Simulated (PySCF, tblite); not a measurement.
**C5H6ClNSi: geometry, infrared bands and NMR shifts**

What infrared bands and NMR shifts should C5H6ClNSi (`N#C[C@@]1([SiH3])C=C(Cl)C1`) show?

Programs: tblite 0.8.0 and PySCF 2.14.0, with density-fitted response routines of our own. Each step states its level of theory. These are calculated values for one molecule in the gas phase, unless marked as measured. Atoms are numbered from 0 throughout.

## (1) The molecule as given

14 atoms, charge 0, multiplicity 1; geometry from: force field or distance geometry start.

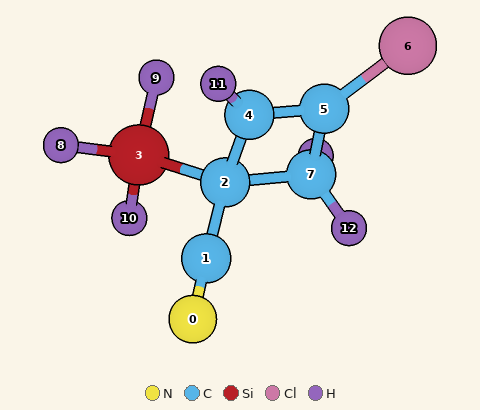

The starting geometry (nitrogen yellow, carbon blue, silicon red, chlorine pink, hydrogen purple), atoms numbered.

## (2) Geometry optimisation with GFN2-xTB

Job settings and geometry (Å):

```
{"job": {"kind": "relax", "xc": "GFN2-xTB", "basis": "xTB"}, "charge": 0, "multiplicity": 1}
N     -1.441000    -2.644500    -0.286300
C     -0.926300    -1.611900    -0.163900
C     -0.247000    -0.346200     0.000200
Si    -1.529700     1.090600    -0.229000
C      0.608500    -0.238700     1.250700
C      1.749900    -0.088000     0.548500
Cl     3.440900     0.128300     1.031000
C      1.068500    -0.164000    -0.793200
H     -2.602300     1.004600     0.800200
H     -0.864800     2.402000    -0.072900
H     -2.140100     1.043000    -1.577000
H      0.385700    -0.281000     2.309300
H      1.346100    -1.022100    -1.413100
H      1.150900     0.727400    -1.426600
```

Command:

```
$ OMP_NUM_THREADS=1 python probes_run.py task.json out
```

One launch serves the whole session: the jobs run in the order shown.

**Question.** This job is followed by: GFN2-xTB harmonic vibrations, gas phase; GIAO PBE0/pcSseg-1 NMR shielding, non-relativistic, gas phase. What will the session give for the following? strongest single infrared mode (GFN2-xTB); zero-point energy (GFN2-xTB); 13C shifts against TMS (PBE0/pcSseg-1); 1H shifts against TMS (PBE0/pcSseg-1, means over atoms taken as alike); 15N shifts against NH3 (PBE0/pcSseg-1); 29Si shifts against TMS (PBE0/pcSseg-1); 35Cl shifts against HCl (PBE0/pcSseg-1).

As calculated:

| quantity | value |
| --- | --- |
| strongest single infrared mode (GFN2-xTB) | 780 cm⁻¹, 373 km/mol |
| zero-point energy (GFN2-xTB) | 55.6 kcal/mol |
| 13C shifts against TMS (PBE0/pcSseg-1) | 146.2, 140.8, 124.0, 49.3, 19.9 ppm |
| 1H shifts against TMS (PBE0/pcSseg-1, means over atoms taken as alike) | 6.05, 4.11, 3.19, 2.89 ppm |
| 15N shifts against NH3 (PBE0/pcSseg-1) | 302.3 ppm |
| 29Si shifts against TMS (PBE0/pcSseg-1) | -54.5 ppm |
| 35Cl shifts against HCl (PBE0/pcSseg-1) | 258 ppm |

In words: Relaxing lowered the energy by 0.159 eV in 41 steps; the close pair that moved most is C5–Cl6, from 1.772 to 1.706 Å. No mode is imaginary among the 36: a minimum at this level. The strongest single mode, at 780 cm⁻¹, has its largest shares on H9, H10 and H8 (the list is cut at 3 atoms). Unscaled tight-binding wavenumbers are off by several per cent, some by more. Its intensities can rank the bands wrongly. The most deshielded hydrogen is H11 (hydrogen on an alkene CH), at 6.05 ppm: olefinic region. At PBE0/pcSseg-1: The widest tensor belongs to Cl6: span 512 ppm, with a paramagnetic part of -454 ppm.
